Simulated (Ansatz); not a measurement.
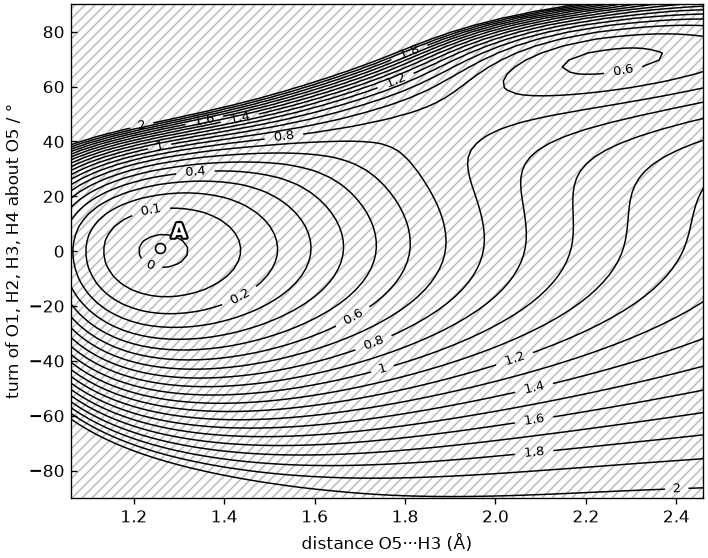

H5O3, charge +1. 
- The turn is about an axis along (−0.89, −0.44, −0.13) in the frame of the relaxed pair, normal to the line between the partners.
- First axis: distance O5···H3. Second axis: turn of O1, H2, H3, H4 about O5.
- The grid has 11 × 11 points. At 5 points there is no value (left out of the scan, as a rule where atoms come close).
- Points are written as (first, second).
- All energies are given in eV relative to the lowest grid point.
- Theory: RKS PBE0-D4/def2-TZVPD in Ansatz 0.2.0.

In the figure: contour lines labelled in eV (none above 2), hatched blanks where no value was computed, the point A. Between grid points the surface is interpolated.

Q: Find the lowest pass out of the well at A.

A: The easiest path leads from the well at about (1.26 Å, 0°) to the well at (2.268 Å, 72°), about 0.59 eV higher. Its highest point lies about 0.77 eV above the bottom of the first well on the interpolated surface, at about (1.92 Å, 50°). Seen from the upper well the barrier is about 0.18 eV. This is the barrier on the constrained surface; relaxing the other coordinates would change it.

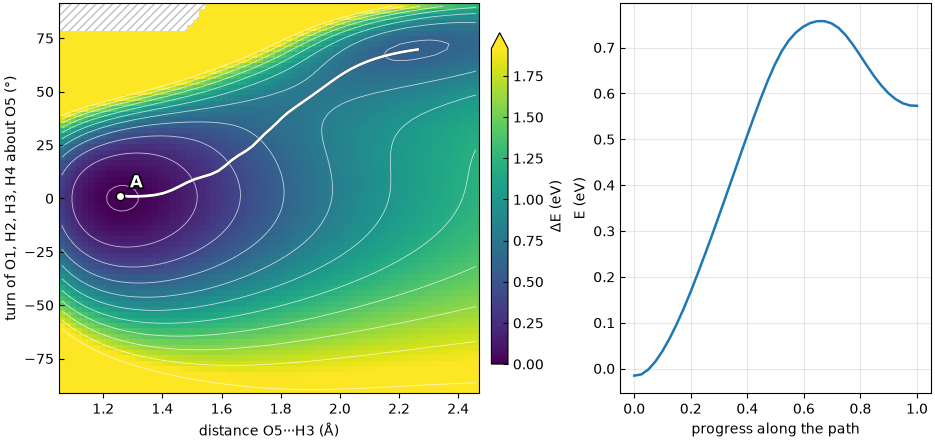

The picture shows a smooth colour map with a few white contour lines, a line along the lowest path, one colour for all values above the top of the scale, hatched blanks where no value was computed, the energy along the path at the right. Between grid points the surface is interpolated.
